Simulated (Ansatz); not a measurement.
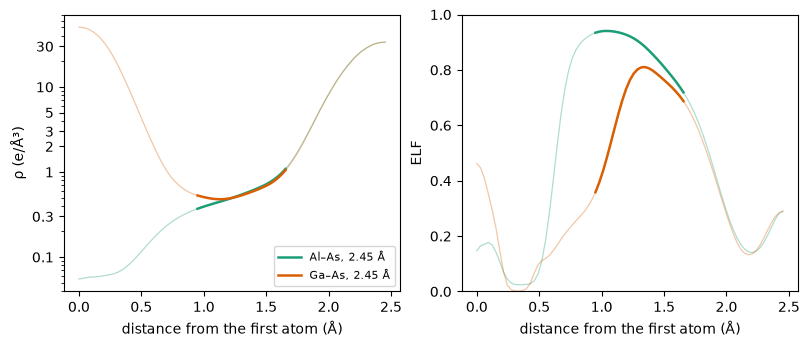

AlGa₃As₄. Valence electron density and ELF along straight lines between neighbouring atoms. Thin, pale parts lie inside the atomic spheres.

Space group Cm; started from the ordered alloy on zincblende lattice prototype, which need not be the ambient phase.

Theory: Ansatz 0.2.0, DFT, PBE0, plane waves, PAW.

The density is the valence pseudo-density of a PAW calculation; it isn't the true density close to the nuclei.

```cif
data_structure
_symmetry_space_group_name_H-M 'P 1'
_symmetry_Int_Tables_number 1
_cell_length_a 13.2967
_cell_length_b 4.0126
_cell_length_c 6.9410
_cell_angle_alpha 90.000
_cell_angle_beta 100.074
_cell_angle_gamma 90.000
_cell_volume 364.62
loop_
_atom_site_label
_atom_site_type_symbol
_atom_site_fract_x
_atom_site_fract_y
_atom_site_fract_z
_atom_site_occupancy
Al1 Al 0.00012 0.00000 0.00061 1
Al2 Al 0.50012 0.50000 0.00061 1
Ga1 Ga 0.00028 0.50000 0.49988 1
Ga2 Ga 0.50028 0.00000 0.49988 1
Ga3 Ga 0.24973 0.00000 0.74963 1
Ga4 Ga 0.74973 0.50000 0.74963 1
Ga5 Ga 0.24996 0.50000 0.25011 1
Ga6 Ga 0.74996 0.00000 0.25011 1
As1 As 0.06236 0.50000 0.18720 1
As2 As 0.56236 0.00000 0.18720 1
As3 As 0.06234 0.00000 0.68772 1
As4 As 0.56234 0.50000 0.68772 1
As5 As 0.31251 0.50000 0.93740 1
As6 As 0.81251 0.00000 0.93740 1
As7 As 0.31269 0.00000 0.43745 1
As8 As 0.81269 0.50000 0.43745 1
```

Compare the contacts.

Answer. Al–As (2.45 Å): the density is about 0.5 e/Å³ at the midpoint; the ELF peaks at about 0.95 between the atoms: a covalent bond.
Ga–As (2.45 Å): the density is about 0.5 e/Å³ at the midpoint; the ELF peaks at about 0.80 between the atoms: a shared electron pair.
